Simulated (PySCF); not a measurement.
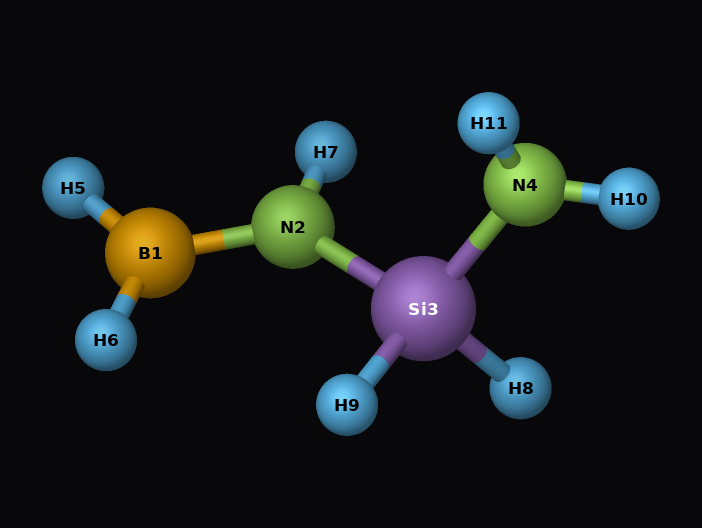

The computed structure is the end point of a PBE0-D3(BJ)/def2-SVP optimisation. No frequency run is at hand to confirm it as a minimum. Level of theory: delta-SCF UKS SCAN, pcX-2 on the ionised atom, pcseg-1 elsewhere, spin-free X2C (PySCF 2.14.0).

Give the core-electron binding energies (to vacuum; p and d levels without spin–orbit splitting) of B1 1s, N2 1s, Si3 1s, Si3 2p, N4 1s.

```csv
atom,level,binding energy (eV)
B1,1s,195.5
N2,1s,404.7
Si3,1s,1847.2
Si3,2p,107.4
N4,1s,404.9
```
